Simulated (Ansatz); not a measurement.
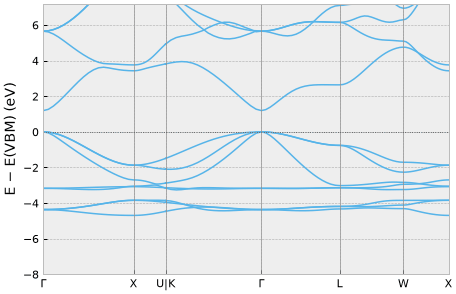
Figure: Band structure from the program Ansatz at the PBEsol level (PAW)

Q: Read off the gap and where the band edges lie.

A: About 1.2 eV (1.20 eV by a search for the band edges); maximum at Γ, minimum at Γ.

Q: Pick the material that matches.
A. GaAs, zinc blende
B. AgI, zinc blende
C. CuCl, zinc blende
D. MgS, rock salt

A: B, AgI, zinc blende

Space group F-43m (zinc blende). The PBEsol relaxation kept the symmetry of its start. No spin polarisation was allowed. Scalar-relativistic: spin–orbit coupling is off unless named, which matters more the heavier the elements.

Potentials: the earlier of the program's two PAW sets. The files were generated under PBE; for other functionals the program regenerates the frozen cores, and for LDA and PBEsol the local potential too.
